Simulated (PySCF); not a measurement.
C₅H₁₃BN₂Si (SMILES CN[SiH2][C@H](C#N)B(C)C)

The calculation's input:

```
{"job": {"xc": "CAM-B3LYP", "basis": "6-31G*", "kind": "nmr", "pop": true}, "charge": 0, "multiplicity": 1}
C      3.718354     0.014683    -0.229153
N      2.411345    -0.172404     0.355368
Si     0.958070     0.148407    -0.490126
C     -0.409491    -0.177633     0.831149
C     -0.211859    -1.498407     1.317661
N     -0.042910    -2.565281     1.704904
B     -1.782614     0.075929     0.124446
C     -2.390700     1.530760     0.149569
C     -2.513482    -1.083010    -0.653211
H      4.454871     0.206625     0.552335
H      4.043489    -0.854629    -0.808460
H      3.682046     0.872533    -0.895969
H      2.411637    -0.917813     1.038329
H      0.689573    -0.657086    -1.692626
H      0.965329     1.569942    -0.848248
H     -0.215319     0.520139     1.649453
H     -1.644487     2.310004     0.292765
H     -2.961173     1.768408    -0.745946
H     -3.089432     1.612558     0.983705
H     -3.598179    -1.013814    -0.594199
H     -2.221064    -2.079759    -0.329349
H     -2.264416    -1.009748    -1.713244
```

Command:

```sh
OMP_NUM_THREADS=1 python ens_run.py task.json out
```

Geometry: GFN2-xTB.

Method: CAM-B3LYP/6-31G*, SCF density, gas phase, non-relativistic (PySCF 2.14.0).

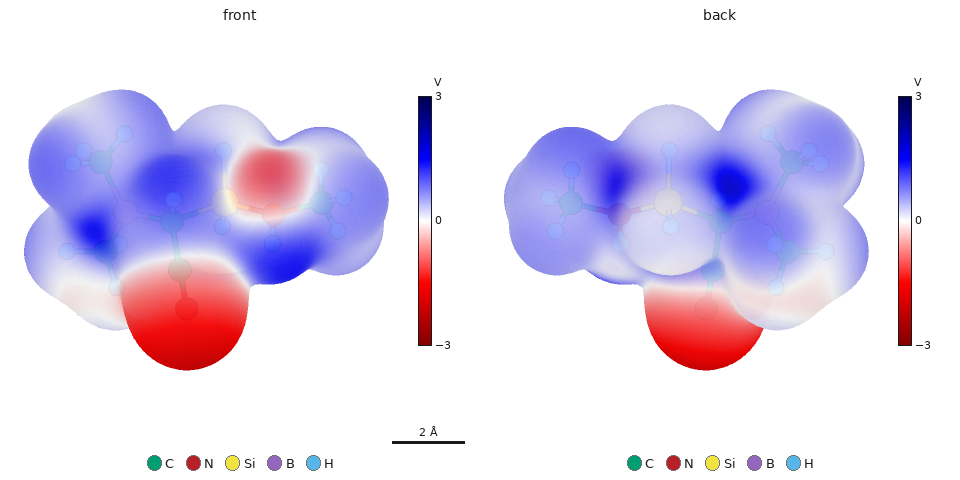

Figure 1. The electrostatic potential painted on the density surface at 0.002 e/bohr³, seen from the front and from behind; red is negative and blue positive.

### Describe the electrostatic potential map.

The most negative region (about −2.0 V) lies over N6, the most positive (about +1.6 V) over Si3, B7 and H13. N6 is the likeliest acceptor of a hydrogen bond.

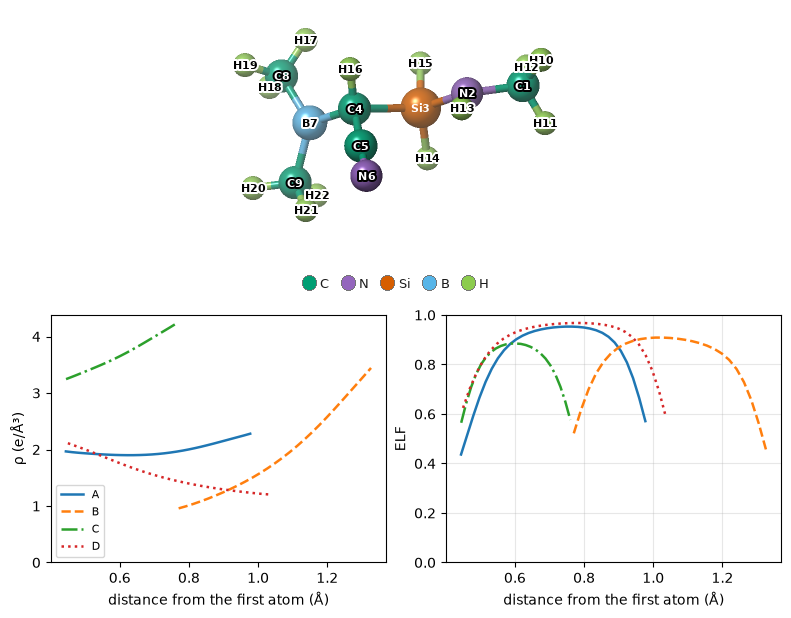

Figure 2. Electron density and ELF along straight lines between neighbouring atoms. The curves leave out the atomic cores. The structure is drawn too.

### Which curve belongs to which contact (C–B, C–C, C–N and Si–N)? The first atom named is at distance zero.

Curve A: C–C (1.42 Å): the density is about 1.9 e/Å³ at the midpoint; the ELF peaks at about 0.95 between the atoms; localised, covalent bonding. Curve B: Si–N (1.71 Å): ρ is about 1.1 e/Å³ halfway; the ELF peaks at about 0.90 between the atoms, as expected for a polar covalent bond. Curve C: C–N (1.15 Å): ρ is about 3.6 e/Å³ halfway; the ELF peaks at about 0.90 between the atoms (a multiple bond). Curve D: C–B (1.56 Å): ρ at the midpoint is about 1.4 e/Å³; the ELF peaks at about 0.95 between the atoms; a shared electron pair.
